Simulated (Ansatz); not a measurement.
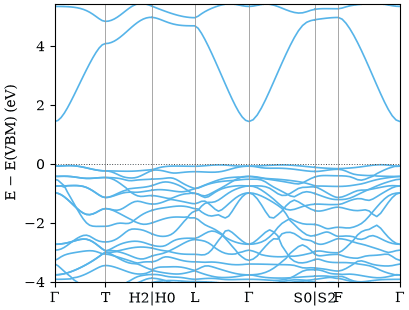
*Band structure from PBEsol in the plane-wave PAW code Ansatz*

The gap is 1.44 eV; an edge lies off the plotted path or next to a special point (maximum off the standard path, minimum at Γ).

**Question.** Which of these materials gives this?
A) SnO, R3m (Sn on 3a, O on 3a)
B) InCo3SnS2, R-3m (In on 3b, Co on 9e, Sn on 3a, S on 6c)
C) ZnSnO3, R-3 (Zn on 6c, Sn on 6c, O on 18f)
D) SnTePbSe, R3m (Sn on 3a, Te on 3a, Pb on 3a, Se on 3a)

**Answer.** C, ZnSnO3, R-3 (Zn on 6c, Sn on 6c, O on 18f)

The first step of the workflow began from a Materials Project structure, measured or hypothetical; the Crystallography Open Database copy checked does not list it. Its standing as an ambient phase is unchecked. The cell was relaxed with PBEsol under the symmetry of its start; whether a distortion lowers the energy is not shown. Scalar-relativistic: spin–orbit coupling is off unless named, which matters more the heavier the elements.

Potentials: the later of the program's two PAW sets.
